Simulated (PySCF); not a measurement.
# CuCl3: triplet, from a trigonal planar start

Aim: relax CuCl3 as a triplet from a trigonal planar start, check by its vibrations whether the end is a minimum, and collect its spectrum and constants.

Computed with PySCF 2.14.0. Level: PBE0, basis Cu def2-TZVP, Cl def2-TZVP, no relativity, density fitting.

## 1. Starting geometry

4 atoms, charge 0, spin multiplicity 3.

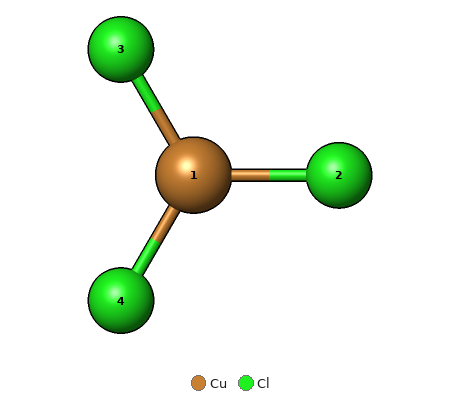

As it starts; copper orange, chlorine green; atoms are numbered from 1 in the order of the file.

```xyz
4
charge 0 multiplicity 3
Cu    0.0000    0.0000    0.0000
Cl    2.1100    0.0000    0.0000
Cl   -1.0550    1.8273    0.0000
Cl   -1.0550   -1.8273    0.0000
```

## 2. First SCF at the start

The steps below are one call of a driver around PySCF. For each, scf.py gives the equivalent set-up of the SCF; relaxations use the driver's own optimiser. After this first run the driver tries any further starts and a stability analysis.

File scf.py:

```python
from pyscf import gto, scf, dft
mol = gto.M(atom='''
Cu     0.000000     0.000000     0.000000
Cl     2.110000     0.000000     0.000000
Cl    -1.055000     1.827300     0.000000
Cl    -1.055000    -1.827300     0.000000''',
    basis={'Cu': 'def2-TZVP', 'Cl': 'def2-TZVP'},
    charge=0, spin=2)
mf = dft.UKS(mol, xc='PBE0')
mf.grids.atom_grid = (50, 194)
aux = {'Cu': 'def2-universal-JKFIT', 'Cl': 'def2-universal-JKFIT'}
mf = mf.density_fit(auxbasis=aux)
mf.conv_tol = 1e-08
mf.diis_space = 10
mf.max_cycle = 60
mf.init_guess = 'minao'
mf.verbose = 4
mf.kernel()
```

Launch:

```
OMP_NUM_THREADS=4 python axn.py task.json out
```

The log of the run:

```text
init E= -3020.28157835922
[... the frontier-level lines of each cycle are left out ...]
cycle= 1 E= -3017.5834990547  delta_E=  2.7  |g|= 3.75  |ddm|= 1.55
cycle= 2 E= -3007.78391064182  delta_E=  9.8  |g|= 7.52  |ddm|= 5.45
cycle= 3 E= -3019.65270001674  delta_E= -11.9  |g|= 2.04  |ddm|= 4.65
cycle= 4 E= -3019.41536250854  delta_E= 0.237  |g|= 1.29  |ddm|=  1.4
cycle= 5 E= -3020.28088881307  delta_E= -0.866  |g|= 0.576  |ddm|= 1.46
cycle= 6 E= -3020.33083012484  delta_E= -0.0499  |g|= 0.789  |ddm|= 0.789
cycle= 7 E= -3020.47361999593  delta_E= -0.143  |g|= 0.279  |ddm|= 0.239
cycle= 8 E= -3020.4893187355  delta_E= -0.0157  |g|= 0.0818  |ddm|= 0.125
cycle= 9 E= -3020.49155545111  delta_E= -0.00224  |g|= 0.056  |ddm|= 0.046
cycle= 10 E= -3020.49267849807  delta_E= -0.00112  |g|= 0.0124  |ddm|= 0.0507
cycle= 11 E= -3020.492833222  delta_E= -0.000155  |g|= 0.00347  |ddm|= 0.0237
cycle= 12 E= -3020.49290712211  delta_E= -7.39e-05  |g|= 0.00255  |ddm|= 0.0233
cycle= 13 E= -3020.49293311787  delta_E= -2.6e-05  |g|= 0.00134  |ddm|= 0.0164
cycle= 14 E= -3020.49293805971  delta_E= -4.94e-06  |g|= 0.000575  |ddm|= 0.00646
cycle= 15 E= -3020.49294027101  delta_E= -2.21e-06  |g|= 0.000487  |ddm|= 0.00466
cycle= 16 E= -3020.4929410989  delta_E= -8.28e-07  |g|= 0.000104  |ddm|= 0.00361
cycle= 17 E= -3020.49294117767  delta_E= -7.88e-08  |g|= 8.03e-05  |ddm|= 0.00113
cycle= 18 E= -3020.49294118648  delta_E= -8.8e-09  |g|= 3.71e-05  |ddm|= 0.0002
Extra cycle  E= -3020.49294118712  delta_E= -6.41e-10  |g|= 8.59e-05  |ddm|= 0.000124
converged SCF energy = -3020.49294118712  <S^2> = 2.0093437  2S+1 = 3.0062227
```

This step, with its further starts and checks, took 39 s on 4 threads of Arm Neoverse V1, shared host.

Energies from each starting density:

```
                      start   energy (Eh)
    the minimal-basis guess  -3020.492941
a thermally smeared density  -3020.492941
      a smeared PBE density  -3020.492941
```

No lower solution of this spin turned up from the other starts or in the test of internal stability.

## 3. Relaxing the triplet from the trigonal planar start

The program finds D3h symmetry in the start, which this walk keeps.

Changes to scf.py since step 2:

```diff
@@ -4,3 +4,3 @@
-Cl     2.110000     0.000000     0.000000
-Cl    -1.055000     1.827300     0.000000
-Cl    -1.055000    -1.827300     0.000000''',
+Cl     2.109992     0.000000     0.000000
+Cl    -1.054996     1.827307     0.000000
+Cl    -1.054996    -1.827307     0.000000''',
@@ -16 +15,0 @@
-mf.init_guess = 'minao'
```

The optimiser's trace:

```
step   energy (Eh)  change (kJ/mol)  largest symmetric gradient (Eh/bohr)
   0  -3020.492941             0.00                               0.00450
   1  -3020.493114            -0.45                               0.00215
   2  -3020.493163            -0.58                               0.00011
   3  -3020.493163            -0.58                               0.00001
```

The walk took 18 s.

It settles in D3h symmetry, 0.6 kJ/mol below the start, after 3 steps: Cu–Cl 2.093 Å (×3); Cl–Cu–Cl 120.0° (×3).

## 4. Vibrations and properties at this point

On the finer grid the gradient is checked again; gradients at displacements of ±0.02 bohr then give force constants and infrared intensities.

Changes to scf.py since step 3:

```diff
@@ -4,3 +4,3 @@
-Cl     2.109992     0.000000     0.000000
-Cl    -1.054996     1.827307     0.000000
-Cl    -1.054996    -1.827307     0.000000''',
+Cl     2.093019     0.000000     0.000000
+Cl    -1.046509     1.812607     0.000000
+Cl    -1.046509    -1.812607     0.000000''',
@@ -10 +10 @@
-mf.grids.atom_grid = (50, 194)
+mf.grids.atom_grid = (75, 302)
@@ -13 +13 @@
-mf.conv_tol = 1e-08
+mf.conv_tol = 1e-10
```

This SCF starts from the last density.

Log of the central SCF (cycles and frontier levels):

```text
init E= -3020.49312181522
[... the frontier-level lines of each cycle are left out ...]
cycle= 1 E= -3020.49312181517  delta_E= 5.41e-11  |g|= 1.13e-05  |ddm|= 1.53e-05
cycle= 2 E= -3020.49312181475  delta_E= 4.18e-10  |g|= 3.47e-05  |ddm|= 3.75e-05
cycle= 3 E= -3020.49312181521  delta_E= -4.66e-10  |g|= 9.7e-06  |ddm|= 2.3e-05
cycle= 4 E= -3020.49312181523  delta_E= -2.05e-11  |g|= 4.83e-07  |ddm|= 5.53e-06
Extra cycle  E= -3020.49312181524  delta_E= -5.46e-12  |g|= 1.93e-06  |ddm|= 1.24e-06
converged SCF energy = -3020.49312181524  <S^2> = 2.009195  2S+1 = 3.0061237
```

The whole step took 1.7 min.

Geometry: D3h; Cu–Cl 2.093 Å (×3); Cl–Cu–Cl 120.0° (×3).

Harmonic modes (main isotopes):

```csv
symmetry,ω (cm⁻¹),IR (km/mol)
a2'',92,5.8
e',100,0.8
a1',331,0.0
e',408,84.0
```

No imaginary mode, so this is a minimum.

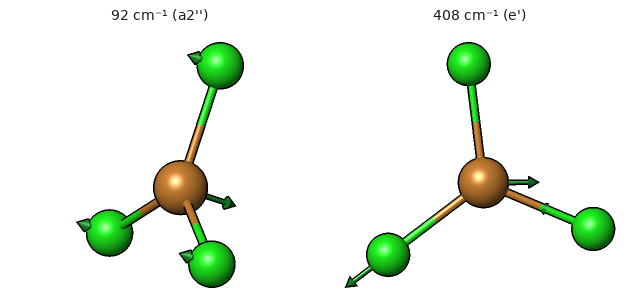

Displacements of 2 of the modes, as arrows (one member where a mode is degenerate).

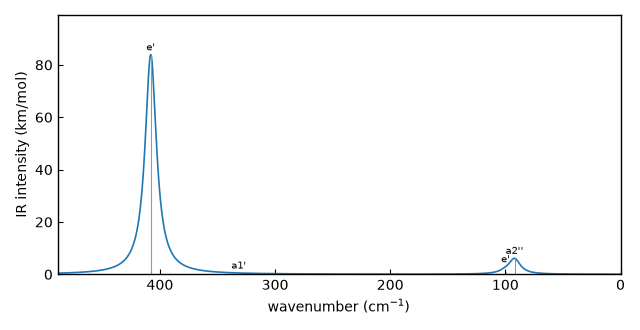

The harmonic infrared spectrum (widths in cm⁻¹). Lines are broadened to a width of 12 cm⁻¹ (Lorentzian).

Constants and moments:

* Dipole moment: 0.00 D
* Highest occupied level: -8.92 eV
* Lowest empty level: -6.71 eV
* Rotational constants: 0.07336, 0.07336, 0.03668 cm⁻¹
* Zero-point energy: 8.6 kJ/mol
* Principal polarisabilities: 36.8, 118.5, 118.5 bohr³
* Atomisation energy without zero-point energy: 674 kJ/mol
* Principal traceless quadrupole moments about the centre of mass: -0.60, -0.60, 1.20 D Å
* Entropy at 298.15 K and 1 bar (electronic part: spin only): 343.3 J/(mol K)
* Heat capacity Cp at 298.15 K: 76.7 J/(mol K)
* Enthalpy at 298.15 K above 0 K: 18.33 kJ/mol
* Rotational symmetry number: 6
* Spin squared ⟨S²⟩: 2.009

Populations by atom (charges in e):

```json
{"atom": "Cu1", "Mulliken": "0.52", "Löwdin": "-0.58", "polar tensor": "0.86", "spin (Mulliken)": "0.58", "Mayer order to Cu1": "–"}
{"atom": "Cl2,3,4", "Mulliken": "-0.17", "Löwdin": "0.19", "polar tensor": "-0.29", "spin (Mulliken)": "0.47", "Mayer order to Cu1": "0.95"}
```

Outer orbital energies (eV). α occupied: -11.18, -11.18, -10.34, -10.08, -9.68, -9.68, -9.65, -9.65; empty: -0.14, 1.48, 2.22, 3.86. β occupied: -12.49, -10.98, -10.22, -10.22, -10.16, -9.40, -9.40, -8.92; empty: -6.71, -6.71, 0.01, 1.46.

Mulliken populations on Cu1: s 6.54, p 12.52, d 9.42, f 0.00.

## 5. Summary of results

| quantity | value |
| --- | --- |
| minimum | triplet, D3h |
| geometry | Cu–Cl 2.093 Å (×3); Cl–Cu–Cl 120.0° (×3) |
| wavenumbers (cm⁻¹) | 92 (a2''), 100 (e'), 331 (a1'), 408 (e') |
| dipole moment | 0.00 D |
| highest occupied, lowest empty level (either spin) | -8.92, -6.71 eV |
| polar-tensor charge of Cu1 | +0.86 e |
| zero-point energy | 8.6 kJ/mol |
| entropy at 298.15 K | 343.3 J/(mol K) |
| atomisation energy (no zero-point energy) | 674 kJ/mol |
| ⟨S²⟩ | 2.009 |

The molecule stays D3h, as typed, and the end point is a minimum. In the infrared the band at 408 cm⁻¹ (e', stretch) leads. The dipole vanishes although Cu1 carries +0.9 e by the polar tensor: the bond dipoles cancel. Only this shape and spin were tried, so other structures or states may lie lower. One determinant may miss the lowest occupation of an open d or f shell.

The search up to here took 2.7 min.
